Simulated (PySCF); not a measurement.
```xyz
18

N    -2.6950    1.1128   -0.8405
Si   -2.6261   -0.4674   -0.1454
Si   -0.5547   -0.7053    0.8131
N     0.5832   -0.4914   -0.4762
C     1.9923   -0.6261   -0.3044
C     2.6531    0.6656    0.1763
F     2.2908    1.0058    1.4202
F     3.9935    0.5792    0.1785
F     2.3392    1.7092   -0.6090
H    -3.5145    1.3852   -1.3603
H    -2.3628    1.9006   -0.3071
H    -3.6687   -0.7275    0.8674
H    -2.9552   -1.3342   -1.2816
H    -0.2257   -2.0541    1.2980
H    -0.2930    0.1872    1.9588
H     0.3506    0.1604   -1.2103
H     2.1938   -1.3917    0.4472
H     2.4901   -0.9019   -1.2429
```

Geometry: GFN2-xTB.

Computed with PySCF, PBE0/pcSseg-1, SCF density, gas phase, non-relativistic.

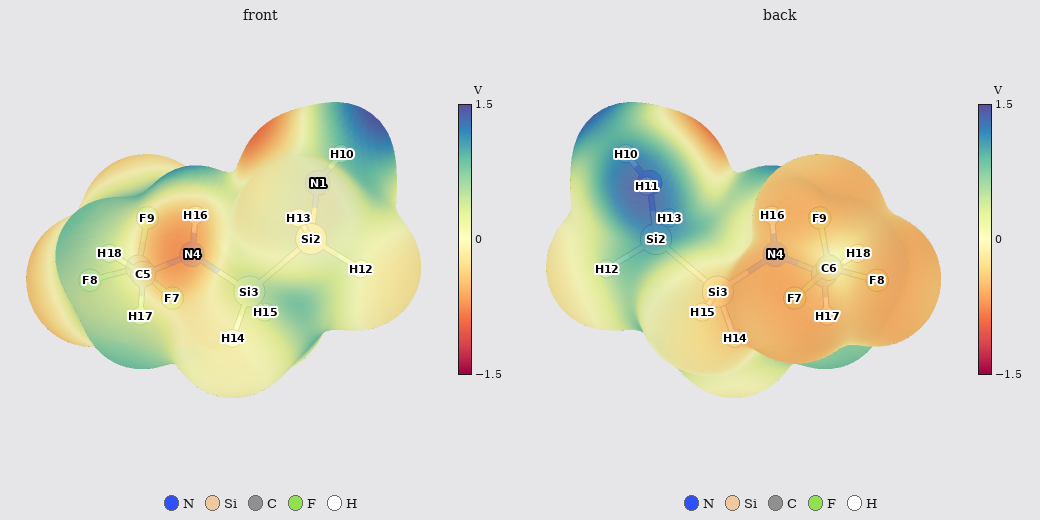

C2H9F3N2Si2 (SMILES N[SiH2][SiH2]NCC(F)(F)F). The molecular electrostatic potential painted on the density surface at 0.001 e/bohr³, seen from the front and from behind; the colour scale runs from red (negative) to blue (positive).

> Where is the surface potential most negative and most positive?

The most negative region (about −0.8 V) lies over N1, the most positive (about +1.4 V) over H10 and H11.

> How polar is the molecule by this calculation?

Its dipole moment is 1.80 D.
